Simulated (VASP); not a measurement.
Band structure of MgCd (space group P-6m2). These are PBEsol GGA, VASP's PBE PAW potentials (set 64) (plane waves; VASP) values and carry that method's errors.

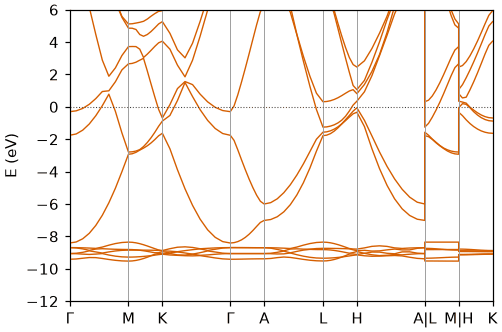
Fig. 1. Bands along high-symmetry lines, zero at the valence-band maximum or, without a gap, the Fermi level

Problem. Read the plot: is there a gap, and where are the band edges?

Solution. It has no gap at this level: it comes out as a metal or semimetal. (Edges off the drawn lines would not show.)

The structure comes from a computed database's MgCd entry (P-6m2); how it stands against other phases isn't given here. It was relaxed first.
